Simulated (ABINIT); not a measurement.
# Al3GaN4 (P-43m): RPA correlation energy against the basis, part 2 of 2

Aim: the RPA correlation energy of Al3GaN4 (P-43m) as bands and response cutoff rise.

ABINIT 10.8.3; PBEsol and many-body steps on it, plane waves.

So far. Step 2 (Empty states on the mesh, 2×2×2 mesh, 301 bands): On this mesh the gap is 3.333 eV. Step 3 (RPA energy: 2×2×2 mesh, 62 bands, screening to 43.5 eV): Local fields lower ε∞ by 4 %. On a Γ-centred mesh this coarse the value itself is usually too large, while a short band sum pulls it down.

## 5. RPA energy: 2×2×2 mesh, 186 bands, screening to 108.8 eV

Level of this step: RPA screening on PBEsol, plane waves, norm-conserving pseudopotentials (ABINIT).

run.abi reads:

```
acell 3*1.0 Angstrom
rprim 
  4.401438530000 0.000000000000 0.000000000000
  0.000000000000 4.401438530000 0.000000000000
  0.000000000000 0.000000000000 4.401438530000
ntypat 3
znucl 13 31 7
natom 8
typat 1 1 1 2 3 3 3 3
xred 
  0.500000000000 0.500000000000 0.000000000000
  0.500000000000 0.000000000000 0.500000000000
  0.000000000000 0.500000000000 0.500000000000
  0.000000000000 0.000000000000 0.000000000000
  0.744163430000 0.744163430000 0.255836570000
  0.744163430000 0.255836570000 0.744163430000
  0.255836570000 0.744163430000 0.744163430000
  0.255836570000 0.255836570000 0.255836570000
pp_dirpath "pseudos"
pseudos "Al.upf, Ga.upf, N.upf"
ecut 36
ngkpt 2 2 2
nshiftk 1
shiftk 0 0 0
kptopt 1
chksymbreak 0
istwfk *1
occopt 1
irdwfk 1
optdriver 3
nband 186
ecuteps 4
inclvkb 2
awtr 1
symchi 1
gwcalctyp 1
nfreqre 0
nfreqim 8
gwrpacorr 1
indata_prefix "in"
outdata_prefix "out"
tmpdata_prefix "tmp"
```

The run is started by

```bash
$ OMP_NUM_THREADS=1 mpirun -n 4 abinit run.abi > log
```

Numbers of over 12 decimals in the logs are rounded to 6 here.

The program printed:

```text
.Version 10.8.3 of ABINIT. v10.8.2 released Aug 2026.

 Symmetries : space group P-4 3 m (#215); Bravais cP (primitive cubic)
[... echo of the input left out ...]
== DATASET  1 ==================================================================
-   mpi_nproc: 4, omp_nthreads: 1 (-1 if OMP is not activated)

--- !DatasetInfo
iteration_state: {dtset: 1, }
dimensions: {natom: 8, nkpt: 4, mband: 186, nsppol: 1, nspinor: 1, nspden: 1, mpw: 6031, }
cutoff_energies: {ecut:  36.0, pawecutdg:  -1.0, }
[...]
[... chi0 elements left out ...]
  [... further frequencies ...]

 For q-point:  0.000010 0.000020 0.000030
  dielectric constant =   5.7516
  dielectric constant without local fields =   6.2380

  Average fulfillment of the sum rule on Im[epsilon] for q-point    1 :     70.55  [%]
[... wings left out ...]
  q-point number  2        q = ( 0.500000, 0.000000, 0.000000) [r.l.u.]
--------------------------------------------------------------------------------
[... chi0 elements left out ...]
  [... further frequencies ...]

  Average fulfillment of the sum rule on Im[epsilon] for q-point    2 :     75.84  [%]

 [... 2 further q-points ...]
```

Elapsed: 42 s, on 4 MPI ranks of Arm Neoverse V1, shared host; peak memory 0.99 GiB.

Numbers from this step:

```
ε∞ with local fields, on this mesh, along the program's q direction : 5.752
the same without local fields                                       : 6.238
plasma frequency                                                    : 26.06 eV
plane waves in the screening matrix                                 : 251
RPA correlation energy                                              : -40.73 eV
```

## 6. RPA energy: 2×2×2 mesh, 275 bands, screening to 144.2 eV

Edit run.abi of step 5 so:

```diff
@@ -30,4 +30,4 @@
 optdriver 3
-nband 186
-ecuteps 4
+nband 275
+ecuteps 5.3
 inclvkb 2
```

The program printed:

```text
.Version 10.8.3 of ABINIT. v10.8.2 released Aug 2026.

 Symmetries : space group P-4 3 m (#215); Bravais cP (primitive cubic)
[... echo of the input left out ...]
== DATASET  1 ==================================================================
-   mpi_nproc: 4, omp_nthreads: 1 (-1 if OMP is not activated)

--- !DatasetInfo
iteration_state: {dtset: 1, }
dimensions: {natom: 8, nkpt: 4, mband: 275, nsppol: 1, nspinor: 1, nspden: 1, mpw: 6031, }
cutoff_energies: {ecut:  36.0, pawecutdg:  -1.0, }
[...]
[... chi0 elements left out ...]
  [... further frequencies ...]

 For q-point:  0.000010 0.000020 0.000030
  dielectric constant =   5.7526
  dielectric constant without local fields =   6.2438

  Average fulfillment of the sum rule on Im[epsilon] for q-point    1 :     81.87  [%]
[... wings left out ...]
  q-point number  2        q = ( 0.500000, 0.000000, 0.000000) [r.l.u.]
--------------------------------------------------------------------------------
[... chi0 elements left out ...]
  [... further frequencies ...]

  Average fulfillment of the sum rule on Im[epsilon] for q-point    2 :     86.39  [%]

 [... 2 further q-points ...]
```

It took 79 s on 4 MPI ranks; peak memory 1.3 GiB.

This step gave:

| Item | Value |
| --- | --- |
| ε∞ with local fields, on this mesh, along the program's q direction | 5.753 |
| the same without local fields | 6.244 |
| plasma frequency | 26.06 eV |
| plane waves in the screening matrix | 341 |
| RPA correlation energy | -46.89 eV |

## 7. RPA energy: 2×2×2 mesh, 110 bands, screening to 136.1 eV, 2 frequencies

Edit run.abi of step 6 so:

```diff
@@ -30,4 +30,4 @@
 optdriver 3
-nband 275
-ecuteps 5.3
+nband 110
+ecuteps 5
 inclvkb 2
@@ -37,3 +37,3 @@
 nfreqre 0
-nfreqim 8
+nfreqim 2
 gwrpacorr 1
```

The program printed:

```text
.Version 10.8.3 of ABINIT. v10.8.2 released Aug 2026.

 Symmetries : space group P-4 3 m (#215); Bravais cP (primitive cubic)
[... echo of the input left out ...]
== DATASET  1 ==================================================================
-   mpi_nproc: 4, omp_nthreads: 1 (-1 if OMP is not activated)

--- !DatasetInfo
iteration_state: {dtset: 1, }
dimensions: {natom: 8, nkpt: 4, mband: 110, nsppol: 1, nspinor: 1, nspden: 1, mpw: 6031, }
cutoff_energies: {ecut:  36.0, pawecutdg:  -1.0, }
[...]
[... chi0 elements left out ...]
  [... further frequencies ...]

 For q-point:  0.000010 0.000020 0.000030
  dielectric constant =   5.7320
  dielectric constant without local fields =   6.2215

  Average fulfillment of the sum rule on Im[epsilon] for q-point    1 :     53.64  [%]
[... wings left out ...]
  q-point number  2        q = ( 0.500000, 0.000000, 0.000000) [r.l.u.]
--------------------------------------------------------------------------------
[... chi0 elements left out ...]
  [... further frequencies ...]

  Average fulfillment of the sum rule on Im[epsilon] for q-point    2 :     60.58  [%]

 [... 2 further q-points ...]
```

Wall time 21 s (4 MPI ranks); peak memory 0.86 GiB.

This step gave:

```yaml
eps_infinity_with_local_fields_on_this_mesh_along_the_program_s_q_direction: 5.732
the_same_without_local_fields: 6.221
plasma_frequency: 26.06 eV
plane_waves_in_the_screening_matrix: 305
rpa_correlation_energy: -34.89 eV
```

## 8. The rungs together

Times are wall times on 4 MPI ranks of Arm Neoverse V1, shared host, good to a factor of about two.

```csv
bands,cutoff (eV),plane waves,frequencies,E_c (eV/atom),time
62,43.5,57,8,-2.269,9.9 s
110,70.7,123,8,-3.754,20 s
186,108.8,251,8,-5.091,42 s
275,144.2,341,8,-5.861,79 s
110,136.1,305,2,-4.362,21 s
```

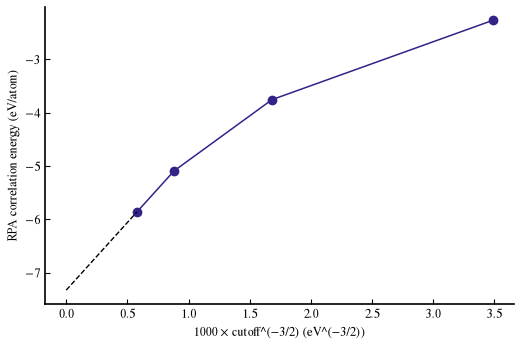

Correlation energy against the cutoff to the power −3/2; dashed, the line to the limit.

## 9. Results

| Property | Result |
| --- | --- |
| 2×2×2 mesh, 62 bands, screening to 43.5 eV | -2.269 eV/atom |
| 2×2×2 mesh, 110 bands, screening to 70.7 eV | -3.754 eV/atom |
| 2×2×2 mesh, 186 bands, screening to 108.8 eV | -5.091 eV/atom |
| 2×2×2 mesh, 275 bands, screening to 144.2 eV | -5.861 eV/atom |
| limit by the two highest rungs | -7.33 eV/atom |

What this shows: Rows off the diagonal of bands and cutoff are checks and stay out of the ladder. The energy is still falling: −0.770 eV/atom over the last rung. A line in cutoff^(−3/2) puts the limit near -7.33 eV/atom, 25 % beyond the top rung; the pair below gives -6.56, so the estimate is rough. The value holds the valence electrons of these pseudopotentials alone, on one mesh; differences between structures converge far faster than the total.

[Paths, hosts, dates, memory and timing lines, banners, echoed tables and standing remarks are left out of the program output.]

[Logs are printed without paths, hosts, clocks, repeated set-up lines and the standing remarks that a program may print on its own settings, such as how far it seeks lower states.]

[Runs of the session that timed out or met a known fault of the program may be left out.]

[Hosts, paths, dates, database ids (printed as entryN), source tags and the programs' standing remarks are cut or masked in the printed files.]

[G0W0 gaps are taken among the corrected bands and points alone; a level outside them can change the order at an edge.]

[Where Ansatz stands beside ABINIT at settings called matched, ABINIT's density can come from a denser mesh and the files from another edition; pairs whose starting gaps differed by over 0.03 eV were left out, so agreement reads better than it is.]
